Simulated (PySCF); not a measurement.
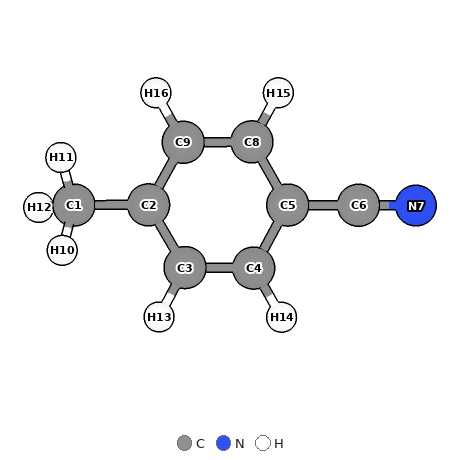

C₈H₇N (para-tolunitrile), SMILES Cc1ccc(C#N)cc1. Simulated ¹H spectrum at 600 MHz, line width 1.5 Hz, from GIAO shifts (PBE0/pcSseg-1, against TMS) and couplings (B3LYP/pcJ-1), PySCF, at a PBE0-D3(BJ)/def2-SVP geometry (no frequency check). Gas phase, values of one conformer, averaged over methyl-type rotors and exact or near symmetry; couplings among ¹H are treated exactly, other nuclei are left out. The spin-dipole term of J is left out for all pairs. The upper panels enlarge each group of lines, each scaled alone.

Give the shifts and couplings that make up the spectrum.

Answer.
```
δ (ppm)  nuclei          atoms
   7.66       2       H14, H15
   7.37       2       H13, H16
   2.45       3  H10, H11, H12
```


| pair | J (Hz) |
| --- | --- |
| H14–H13, H15–H16 | 8.9 |
| H14–H15 | 1.6 |
| H13–H16 | 1.6 |
| H13/H16 – H10/H11/H12 | −0.9 |
| H14–H16, H15–H13 | 0.6 |

Not listed: couplings under 0.5 Hz, those between magnetically equivalent nuclei.

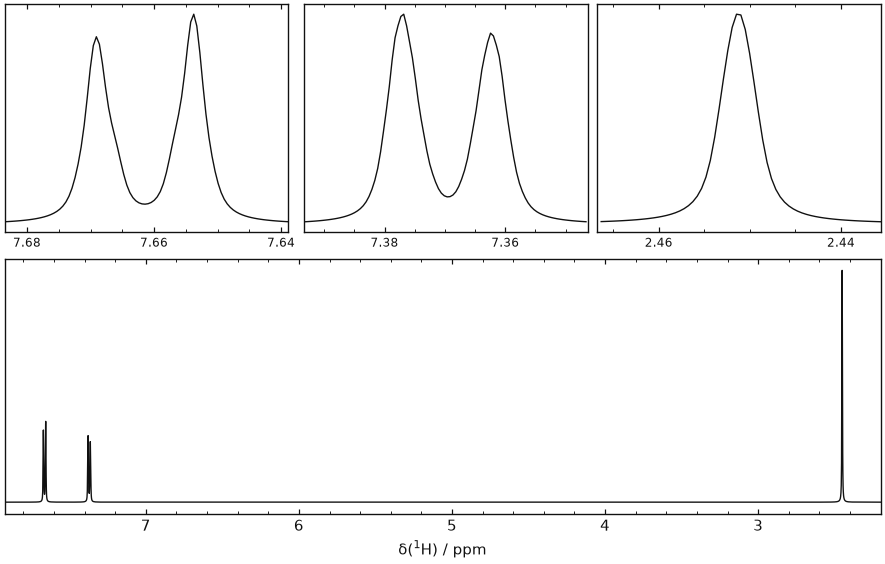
